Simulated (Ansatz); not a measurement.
# BeB2 (P6/mmm): from the cell to its phonons, part 2 of 2

How does BeB2 (P6/mmm) vibrate, and is this structure a minimum?

Ansatz 0.2.0; DFT PBEsol, scalar-relativistic, plane waves, PAW.

So far. Step 3 (Relaxing to small forces for the phonons): The forces vanish by symmetry and the pressure is 0.000 GPa, within the tolerances set. The cell now holds 7.03 Å³/atom. The relaxed cell has a = 2.921, c = 2.855 Å (conventional setting).

## Step 4: Modes at Γ

The zone centre comes first: it holds the modes that light can see, as far as symmetry allows. No field response is asked, since the mesh shows no gap.

input.yaml

```yaml
crystal:
  lattice:
    - [2.921252661, 0.0, 0.0]
    - [-1.4606263305, 2.5298790153, 0.0]
    - [0.0, 0.0, 2.8553769829]
  atoms:
    - { symbol: Be, position: [0.0, 0.0, 0.0] }
    - { symbol: B, position: [0.3333333333, 0.6666666667, 0.5] }
    - { symbol: B, position: [0.6666666667, 0.3333333333, 0.5] }
kpoints:
  mp_grid: { grid: [15, 15, 16] }
hamiltonian:
  xc: pbesol
scf:
  occupations: { method: methfessel_paxton, width: 0.15 }
output:
  eigenvalues: true
phonons:
  method: dfpt
```

Command:

```sh
$ ansatz run input.yaml --threads 4 --pin off --max-ram 7168MiB --backend cpu --events-out ev --progress --plain --runs-dir out
```

Numbers of over 12 decimals in the logs are rounded to 6 here.

The log of the run:

```text
zone centre: on kpoints.mp_grid the ground state, and the responses unless they are solved on pairs of k-points, stand on 576 of the mesh's 3600 k-points, reduced under 4 symmetry operations, with k and −k counted as one. Each operation leaves every solved displacement unchanged or reverses it
[...]
Crystal: 3 atoms, lattice volume = 21.102 Å³
Basis set: ecut = 420 eV, 405 PW (Γ), exchange–correlation on 40×40×40 points (8 copies of the dense FFT grid, shifted against one another)
Bands: 8, of which v1, the nominal top of the filled ones, is band 4 counted from 1 (3 counted from 0)
Symmetry: 24 space group operations
k-points: 576 of 3600 (irreducible under 4 space group operations, time reversal used)
[...]
SCF iter   1: F=—  HF=-395.358253 eV  |F-HF|=—  |Δ(HF+E_count)|=         —  Δρ=3.60e-3  dr2=2.78e-3  ethr=1.77e-3  ⟨swp⟩=5.2  Hψ=33622  notcnv=0
[...]
SCF iter   8: F=-395.357346 eV  HF=-395.357346 eV  |F-HF|=5.68e-14  |Δ(HF+E_count)|=  1.64e-11  S|Δr|=    0.00e0  Δρ=2.76e-8  dr2=2.32e-13  ethr=1.00e-12  ⟨swp⟩=5.4  Hψ=17120  notcnv=0
the search or the solves at the SCF's close seem to have found levels that the self-consistency loop had missed (the run counts 1). By its estimate they hold under 1e-12 electrons; where the run keeps them, the occupations were computed again with them
SCF 1 converged in 8 iterations: F = -395.357346 eV  dr2 = 2.32e-13
[...]
DFPT response loops at Γ: preconditioner auto → Kerker (q_TF=auto, 2.321 Å⁻¹) (partly filled bands, converged f_vac=0.000); β = 1.00, the filter's whole step (`scf.mixing.beta` (0.50) is not read by the response loops under this deck's `scf.mixing.preconditioner`; to damp them name `kerker` or `kerker_dos`, under which they read `scf.mixing.beta`, and type it under 1.00, their step now; both keys bind the ground state too); Broyden in place of MSR1
SCF converged after 8 iterations
[...]
Free energy (F): -395.357346 eV
[...]
Internal energy: -395.357145 eV  (E = F + TS)
E sigma→0 (E₀):  -395.357296 eV
Entropy (-TS):   -0.000202 eV (-0.067 meV/atom)
Fermi energy:    9.670122 eV
[...]
--- Band table (eV; the first three rows and the last of 576) ---
[...]
--- Phonons (Γ-DFPT): 4 representative perturbations + reference, on 576 of 3600 k-points (Σ response iterations 10) ---
  k mesh reduced under 4 symmetry operations, with k and −k counted as one. Each operation leaves every solved displacement unchanged or reverses it
  ASR residual: 6.561e-5 → 0.000e0 eV/Å²; symmetrization residual: 1.863e-7 eV/Å²
  ASR residual per site (eV/Å²): 6.56e-5 1.53e-5 1.53e-5
  Γ frequencies (cm⁻¹): 0.00 0.00 0.00 220.54 335.48 335.48 635.25 889.59 889.59
  non-analytic LO–TO correction: not included (Born effective charges unavailable; polar crystals: no LO–TO splitting at Γ)
```

Run time: 8 s. Hardware: 4 threads of Arm Neoverse V2, shared host; peak memory 0.59 GiB.

This step gave:

```yaml
sum_rule_residual_before_enforcement: 6.56e-5 eV/Å²
point_group: 6/mmm
highest_optical_mode_at_the_zone_centre_no_lo_to_term: 889.6 cm⁻¹
lowest_optical_zone_centre_mode: 220.5 cm⁻¹
```

Patterns of degenerate modes are one choice out of their space. The modes at Γ (shares of kinetic energy by element, %):

```csv
mode,frequency (cm⁻¹),symmetry,Be %,B %
1,0.0,acoustic,29,71
2,0.0,acoustic,29,71
3,0.0,acoustic,29,71
4,220.5,A2u,71,29
5,335.5,E1u,71,29
6,335.5,E1u,71,29
7,635.2,B1g,0,100
8,889.6,E2g,0,100
9,889.6,E2g,0,100
```

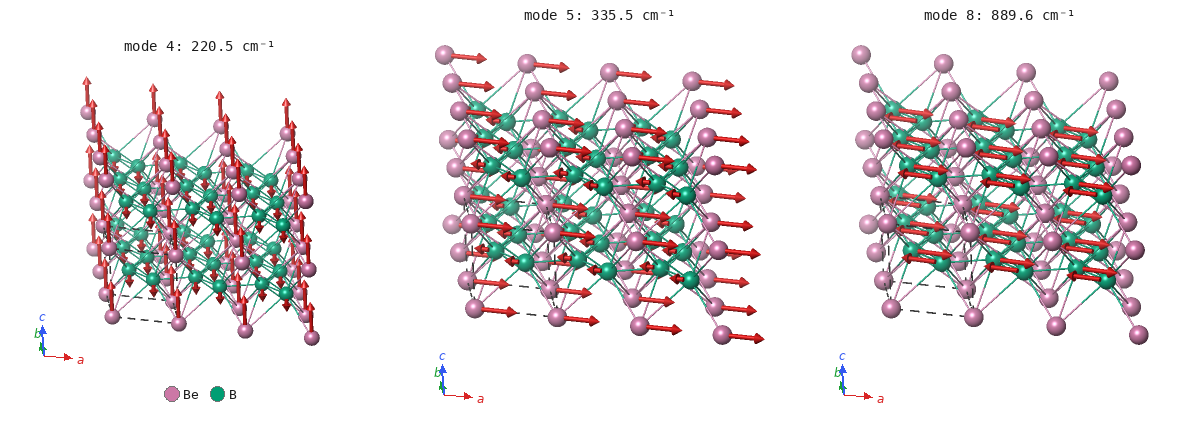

Displacement patterns of modes 4, 5 and 8 at Γ; arrows are exaggerated. 3×3×2 cells are drawn. Some periodic images of atoms are drawn too.

Before it was imposed, the acoustic sum rule was missed by 6.6e-5 eV/Å². Small misses are needed for a sound result but don't prove that mesh and cutoff are converged. The lowest optical mode is real, 221 cm⁻¹.

## Step 5: Phonons on a q mesh

Stability and thermal properties need the whole zone. Linear response on a 3×3×4 q mesh gives force constants as far as a supercell of that size would.

Edit input.yaml of step 4 so:

```diff
@@ -19 +19,9 @@
   method: dfpt
+  qmesh: [3, 3, 4]
+  temperatures: { t_max: 1000, t_step: 50 }
+  qpath:
+    path:
+      - [[0.0, 0.0, 0.0], [0.5, 0.0, 0.0], [0.33333333, 0.33333333, 0.0], [0.0, 0.0, 0.0], [0.0, 0.0, 0.5], [0.5, 0.0, 0.5], [0.33333333, 0.33333333, 0.5], [0.0, 0.0, 0.5]]
+      - [[0.5, 0.0, 0.5], [0.5, 0.0, 0.0]]
+      - [[0.33333333, 0.33333333, 0.5], [0.33333333, 0.33333333, 0.0]]
+    npoints: 10
```

The log of the run:

```text
Warning: phonons: the dynamical matrix that this run interpolates holds no multipole term above the dipole-dipole one, and a site of this crystal is no centre of inversion, so its interpolated transverse optical and acoustic branches and sound speeds can stay off near Gamma, and the density of states and the thermodynamics with them. What a run solves at a wave vector of phonons.qpoints, Gamma apart, where the deck admits one, is free of this, and under fd what a larger phonons.supercell samples
[...]
Crystal: 3 atoms, lattice volume = 21.102 Å³
Basis set: ecut = 420 eV, 405 PW (Γ), exchange–correlation on 40×40×40 points (8 copies of the dense FFT grid, shifted against one another)
Bands: 8, of which v1, the nominal top of the filled ones, is band 4 counted from 1 (3 counted from 0)
Symmetry: 24 space group operations
k-points: 243 of 3600
[...]
SCF iter   1: F=—  HF=-395.358257 eV  |F-HF|=—  |Δ(HF+E_count)|=         —  Δρ=3.60e-3  dr2=2.78e-3  ethr=1.77e-3  ⟨swp⟩=5.2  Hψ=14161  notcnv=0
[...]
SCF iter   8: F=-395.357346 eV  HF=-395.357346 eV  |F-HF|=0.00e0  |Δ(HF+E_count)|=  9.66e-12  S|Δr|=    0.00e0  Δρ=2.21e-8  dr2=1.42e-13  ethr=1.00e-12  ⟨swp⟩=5.3  Hψ=6995  notcnv=0
[...]
SCF 1 converged in 8 iterations: F = -395.357346 eV  dr2 = 1.42e-13
[...]
SCF iter   3: F=-395.357346 eV  HF=-395.357346 eV  |F-HF|=1.14e-13  |Δ(HF+E_count)|=  5.68e-14  S|Δr|=    0.00e0  Δρ=3.78e-8  dr2=2.56e-13  ethr=1.00e-12  ⟨swp⟩=1.0  Hψ=4875  notcnv=0
SCF 2 converged in 3 iterations: F = -395.357346 eV  dr2 = 2.56e-13
phonons: the bands overlap, so this run is a metal and interpolates without the dipole-dipole term. If the crystal is really an insulator or semiconductor, its LO-TO splitting is missing
NSCF: frozen V_eff on 243 k-points
WARN: eigensolver did not converge in 2 slots of this pass, the one above among them; of largest residual over every band (k=201): 1 band(s) unlocked (lowest unlocked band 7, counted from 0; max residual 7.21e-6 eV among the unlocked bands, 7.21e-6 eV over every band); of lowest unlocked band (k=165): band 7
[...]
DFPT response loops at q = (0, 0, 0) (fractional): preconditioner auto → Kerker (q_TF=auto, 2.321 Å⁻¹) (partly filled bands, converged f_vac=0.000); β = 1.00, the filter's whole step (`scf.mixing.beta` (0.50) is not read by the response loops under this deck's `scf.mixing.preconditioner`; to damp them name `kerker` or `kerker_dos`, under which they read `scf.mixing.beta`, and type it under 1.00, their step now; both keys bind the ground state too); Broyden in place of MSR1
[...]
SCF converged after 8 iterations
[...]
Free energy (F): -395.357346 eV
[...]
Internal energy: -395.357145 eV  (E = F + TS)
E sigma→0 (E₀):  -395.357296 eV
Entropy (-TS):   -0.000202 eV (-0.067 meV/atom)
Fermi energy:    9.670122 eV
[...]
--- Band table (eV; the first three rows and the last of 243) ---
[...]
--- Phonons (Γ-DFPT): 4 representative perturbations + reference (Σ response iterations 10) ---
  ASR residual: 6.765e-5 → 0.000e0 eV/Å²; symmetrization residual: 1.773e-7 eV/Å²
  ASR residual per site (eV/Å²): 6.76e-5 1.20e-5 1.20e-5
  Γ frequencies (cm⁻¹): 0.00 0.00 0.00 220.54 335.48 335.48 635.25 889.59 889.59
--- Phonons (arbitrary-q DFPT): 9 irreducible q on the 3×3×4 mesh ---
  q = [0.0000, 0.0000, 0.0000] (star 1, of the zone-centre solve; hermiticity 2.16e-8, symmetrization 3.92e-15): 0.00 0.00 0.00 220.54 335.48 335.48 635.25 889.59 889.59
  q = [0.0000, 0.0000, 0.2500] (star 2, 4 solved perturbations in 2912 linear systems a pass and spin channel, the states on 1024 of 3600 k-point pairs; hermiticity 1.99e-8, symmetrization 1.14e-12): 51.12 51.12 272.28 284.87 284.87 344.90 575.09 886.21 886.21
[...]
q = [0.0000, 0.3333, 0.0000] (star 6, 6 solved perturbations on 1080 of 3600 k-point pairs; hermiticity 9.79e-9, symmetrization 2.40e-10): 91.50 217.83 224.98 266.25 374.24 550.97 682.53 959.82 967.25
[...]
sum rule: each row above includes the acoustic sum rule's correction from the zone centre's row sums; it moved no ω² by more than (1.43 cm⁻¹)²
  mesh force constants: q→R imaginary residual 0.00e0; ASR residual 6.765e-5 → 0.000e0 eV/Å²; symmetrization residual 2.487e-14 eV/Å²
  interpolated dispersion: 93 rows × 9 modes
  density of states and harmonic sums: on the 24×24×24 q-mesh, interpolated from the force constants of a 3×3×4 supercell (no non-analytic term)
  largest difference from the sums on the solved wave vectors: F 3.62e-3 eV, S 7.41e-6 and C_V 6.33e-6 eV/K
  zero-point energy: 0.276273 eV/cell   skipped modes (ω ≤ 0): 18, of them read as no rigid motion or as one in doubt: 15 (9.549e-3 modes/cell left out, lowest -48.99 cm⁻¹)   left out of the sums: 1.09e-3 of the cell's modes: C_V's classical limit lies that fraction below 3 k_B per atom; for a crystal, a wire or a layer, F and S can be off by more, and a phonons.interpolated_qmesh denser along its periods is the remedy for the sampling
```

Wall time 1.7 min (4 threads); peak memory 1.1 GiB.

This step gave:

- sum-rule residual before enforcement: 6.76e-5 eV/Å²
- lowest frequency on the path: -48.85 cm⁻¹
- highest frequency on the path or at a solved wavevector: 1005 cm⁻¹
- lowest mode on the q mesh (acoustic modes at Γ apart): 51.12 cm⁻¹

Frequencies (cm⁻¹) solved at each irreducible wavevector; negative means imaginary. Frequencies by wavevector, by row:

```csv
q in reciprocal lattice units,star,mode 1,mode 2,mode 3,mode 4,mode 5,mode 6,mode 7,mode 8,mode 9
0 0 0,1,0,0,0,220.5,335.5,335.5,635.2,889.6,889.6
0 0 0.25,2,51.1,51.1,272.3,284.9,284.9,344.9,575.1,886.2,886.2
0 0 -0.5,1,94.2,94.2,114.9,114.9,168.8,389.2,426.2,733.7,733.7
0 0.3333 0,6,91.5,217.8,225,266.2,374.2,551,682.5,959.8,967.2
0 0.3333 0.25,12,214.4,231.5,259.6,316.8,369.4,474.4,685.9,947.1,982
0 0.3333 -0.5,6,232.3,243.9,355.8,368.6,384.5,425.6,693.4,944.6,1003
0.3333 0.3333 0,2,122.7,265.4,265.4,374.7,374.7,634,799,799,1004
0.3333 0.3333 0.25,4,243.7,250.7,250.7,396.4,396.4,646.8,809,809,996.7
0.3333 0.3333 -0.5,2,266.6,266.6,323.6,421.5,421.5,656.2,818.7,818.7,971.1
```

Interpolated from a 3×3×4 q mesh, rough between the solved points. The phonon branches at the labelled points (cm⁻¹):

```csv
point,branch 1,branch 2,branch 3,branch 4,branch 5,branch 6,branch 7,branch 8,branch 9
Γ,0,0,0,220,336,336,635,890,890
M,98,226,269,350,413,437,862,898,978
K,123,265,265,375,375,634,799,799,1004
Γ,0,0,0,220,336,336,635,890,890
A,94,94,115,115,169,389,426,734,734
L,255,271,336,415,434,438,922,932,962
H,267,267,324,422,422,656,819,819,971
A,94,94,115,115,169,389,426,734,734
jump to L,255,271,336,415,434,438,922,932,962
M,98,226,269,350,413,437,862,898,978
jump to H,267,267,324,422,422,656,819,819,971
K,123,265,265,375,375,634,799,799,1004
```

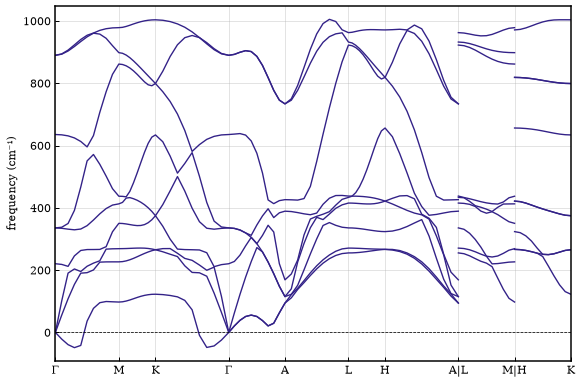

Phonon branches along the path.

The phonon density of states has structure finer than the step of the table below, so its rows give means over 50 cm⁻¹, whole bins alone (the curve runs from -55 to 1005 cm⁻¹). Peaks (cm⁻¹: height): 225.0: 0.0377, 335.0: 0.0180, 435.0: 0.0232, 955.0: 0.0280, 975.0: 0.0311.

Tetrahedra on a 24×24×24 mesh, mean over bins of 10 cm-1. Interpolated from a 3×3×4 q mesh, rough between the solved points. Phonon density of states against wavenumber; means over each step:

```csv
wavenumber (cm⁻¹),phonon density of states (1/cm⁻¹/cell)
0,2.7e-4
50,7.2e-4
100,0.00326
150,0.00524
200,0.0154
250,0.0308
300,0.0114
350,0.0156
400,0.0156
450,0.0127
500,0.00602
550,0.00481
600,0.00430
650,0.00241
700,0.00221
750,0.00309
800,0.00436
850,0.00461
900,0.00795
950,0.0202
```

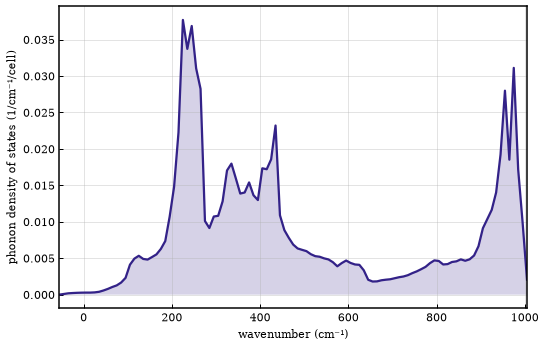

Phonon density of states against wavenumber.

The partial phonon density of states has structure finer than the step of the table below, so its rows give means over 50 cm⁻¹, whole bins alone (the curve runs from -58.9 to 1044 cm⁻¹). Peaks (cm⁻¹: height): B 426.6: 0.0184, 974.5: 0.0246; Be 232.4: 0.0299.

Phonopy on the run's constants, 21x21x19 mesh, Gaussian sigma 7.9 cm-1. Interpolated from a 3×3×4 q mesh, rough between the solved points. The partial phonon density of states by wavenumber; means over each step; values in 1/cm⁻¹/cell:

```csv
wavenumber (cm⁻¹),B,Be
0,5.0e-5,2.5e-5
50,6.0e-4,3.0e-4
100,0.00117,0.00213
150,0.00141,0.00366
200,0.00307,0.0127
250,0.00452,0.0253
300,0.00466,0.00744
350,0.00964,0.00588
400,0.0142,0.00164
450,0.0118,5.4e-4
500,0.00577,9.4e-5
550,0.00486,4.6e-5
600,0.00429,2.3e-5
650,0.00243,1.4e-5
700,0.00232,1.3e-5
750,0.00308,1.0e-5
800,0.00424,1.0e-5
850,0.00465,1.0e-5
900,0.00799,1.0e-5
950,0.0201,1.2e-5
1000,0.00899,6.7e-6
```

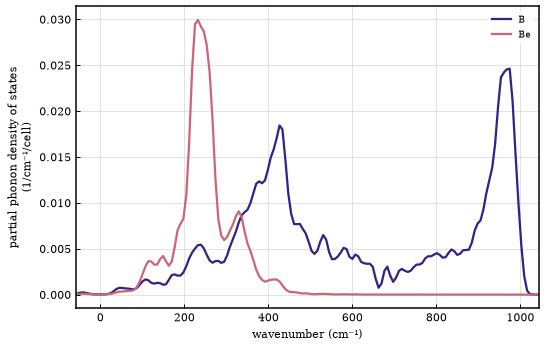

Partial phonon density of states, plotted against wavenumber.

Symmetry leaves 9 wavevectors to solve. The lowest mode among them, the acoustic zeros apart, lies at q = (0, 0, 0.25) and is real, 51.1 cm⁻¹. Between them the interpolated path dips to 49i cm⁻¹.

## Step 6: What came out

| Property | Result |
| --- | --- |
| space group after relaxation (within 0.01 Å) | P6/mmm |
| volume per atom | 7.03 Å³ |
| electronic character | no gap on this mesh |
| highest optical mode at the zone centre (no LO-TO term) | 890 cm⁻¹ |
| lowest optical zone-centre mode | 221 cm⁻¹ |
| lowest mode on the q mesh (acoustic modes at Γ apart) | 51.1 cm⁻¹ |
| highest frequency on the path or at a solved wavevector | 1005 cm⁻¹ |
| imaginary modes on the 3×3×4 q mesh | none |

**Reading.** No mode is imaginary at the 9 irreducible wavevectors solved, but between them the interpolated path dips to 48.9i cm⁻¹, so stability is not settled. The optical modes at Γ span 221 to 890 cm⁻¹. The highest mode in this list at Γ, 889.6 cm⁻¹, is mostly motion of B (100 % of the kinetic energy). The interpolated path dips to 49i cm⁻¹ between the solved wavevectors, which may come from the interpolation; a denser q mesh would tell. The q mesh stands for a supercell only 8.8 Å across, so branches between the solved wavevectors are rough. With no gap, or one that is small against the smearing, the frequencies hang on the k mesh and the smearing, most of all near Kohn anomalies. A phonon run warned that its eigensolver left some bands unconverged in a pass. These are harmonic frequencies at zero temperature: anharmonic shifts, linewidths and thermal expansion are left out.

[Logs are printed without paths, hosts, clocks, repeated set-up lines and the standing remarks that a program may print on its own settings, such as how far it seeks lower states.]

[Hosts, paths, dates, database ids (printed as entryN), source tags and the programs' standing remarks are cut or masked in the printed files.]
